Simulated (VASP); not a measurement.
Band structure of InAs (zinc blende). These are optB86b-vdW, VASP's PBE PAW potentials (set 64) (plane waves; VASP) values and carry that method's errors.

Unless said otherwise, spin-orbit coupling is left out, though it shifts the bands of the heavy elements here.

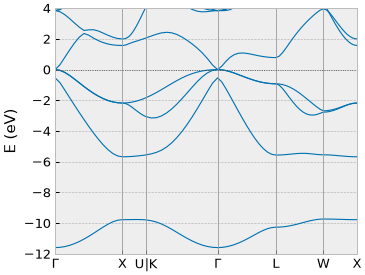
*Bands along high-symmetry lines, zero at the valence-band maximum or, without a gap, the Fermi level*

Read the plot: is there a gap, and where are the band edges?

It has no gap at this level: it comes out as a metal or semimetal. (Edges off the drawn lines would not show.)

The compound is InAs in the zinc blende structure. It was relaxed first.
